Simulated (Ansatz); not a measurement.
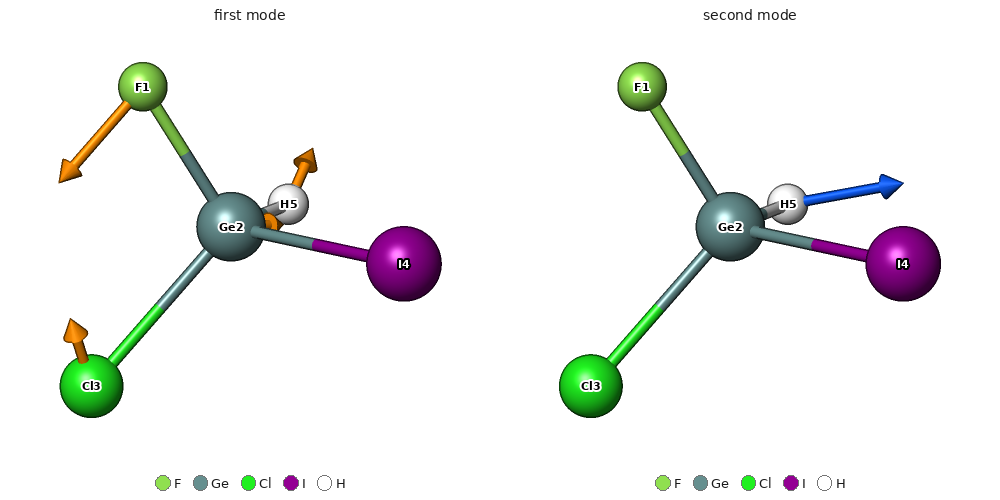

The system is ClFGeHI, SMILES [F][GeH]([Cl])[I]; the picture shows the reference structure; its two panels give the patterns of the first and the second mode as arrows. First axis: normal mode 3 (200 cm⁻¹). Second axis: normal mode 6 (690 cm⁻¹). Nothing is relaxed (straight displacements along the two mass-weighted modes). The scan uses a 9 × 9 grid. Energies: kcal/mol, counted from the relaxed molecule at the same level. The calculation used RKS r2SCAN-D4/def2-SVP in Ansatz.

Its coordinates:

```json
{"atom": "F", "x (Å)": "-0.7277", "y (Å)": "1.1718", "z (Å)": "1.0592"}
{"atom": "Ge", "x (Å)": "0.1186", "y (Å)": "-0.0116", "z (Å)": "0.1206"}
{"atom": "Cl", "x (Å)": "1.0540", "y (Å)": "1.0573", "z (Å)": "-1.4813"}
{"atom": "I", "x (Å)": "-1.5610", "y (Å)": "-1.6246", "z (Å)": "-0.7573"}
{"atom": "H", "x (Å)": "1.1660", "y (Å)": "-0.6666", "z (Å)": "1.0174"}
```

Range: normal mode 3 (200 cm⁻¹) from −2.74 to 2.74 amu½·Å; normal mode 6 (690 cm⁻¹) from −0.463 to 0.463 amu½·Å.

What will the energy surface look like?

Answer. The lowest grid point is at normal mode 3 (200 cm⁻¹) = 0.00 amu½·Å, normal mode 6 (690 cm⁻¹) = 0.000 amu½·Å, 0.0 kcal/mol from the relaxed molecule at the same level. No other kind of well shows on this grid. The highest grid point, normal mode 3 (200 cm⁻¹) = 2.74 amu½·Å, normal mode 6 (690 cm⁻¹) = −0.463 amu½·Å, lies 21.8 kcal/mol above the lowest.

```csv
"normal mode 6 (690 cm⁻¹) ↓, normal mode 3 (200 cm⁻¹) →",−2.74,−2.06,−1.37,−0.69,0.00,0.69,1.37,2.06,2.74
0.463,18.0,12.2,8.2,5.8,5.0,5.7,8.2,13.2,21.1
0.347,15.6,9.8,5.8,3.5,2.7,3.4,6.0,11.0,19.1
0.232,14.0,8.2,4.2,1.9,1.1,1.9,4.6,9.7,17.7
0.116,13.1,7.3,3.4,1.0,0.3,1.1,3.8,8.9,17.0
0.000,12.9,7.1,3.1,0.8,0.0,0.8,3.6,8.7,16.8
−0.116,13.3,7.4,3.4,1.1,0.3,1.1,3.9,9.0,17.1
−0.232,14.2,8.4,4.3,1.9,1.1,2.0,4.7,9.9,18.0
−0.347,15.9,10.0,5.9,3.4,2.6,3.4,6.2,11.4,19.5
−0.463,18.3,12.4,8.2,5.7,4.9,5.7,8.4,13.6,21.8
```

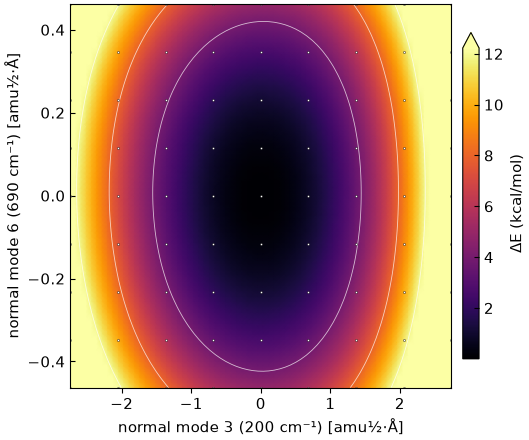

In the figure: a smooth colour map with a few white contour lines, dots at the grid points, one colour for all values above the top of the scale. Between grid points the surface is interpolated.

The whole map (81 points run) took 14 min on 1 thread of Arm Neoverse V1 (shared host).
